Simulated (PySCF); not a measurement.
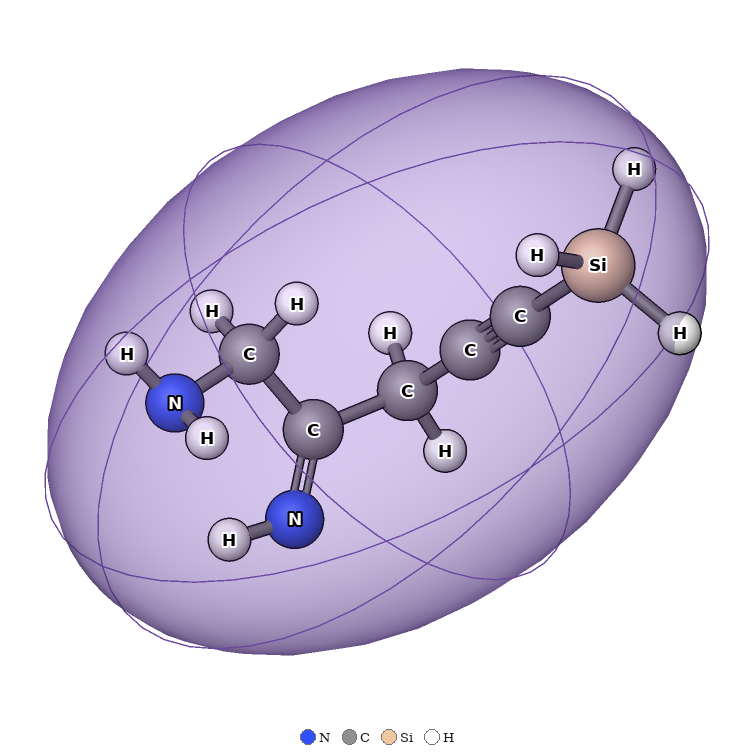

The ellipsoid shows the static dipole polarisability: its half-axes are proportional to the principal values. The computed structure is the end point of a GFN2-xTB optimisation. No frequency run is at hand to confirm it as a minimum. Method: CAM-B3LYP/def2-SVPD (PySCF 2.14.0).

Give the principal values, the mean and the anisotropy.

Answer. Principal values 84.3, 91.1, 130.7 bohr³; mean 102.0 bohr³ (15.12 Å³); anisotropy 43.5 bohr³, so the longest axis is 1.55 times the shortest.

The geometry is semi-empirical. Around Si such bond lengths and angles can be off by a tenth of an ångström or more and by several degrees, and values that hang on the shape move with them.
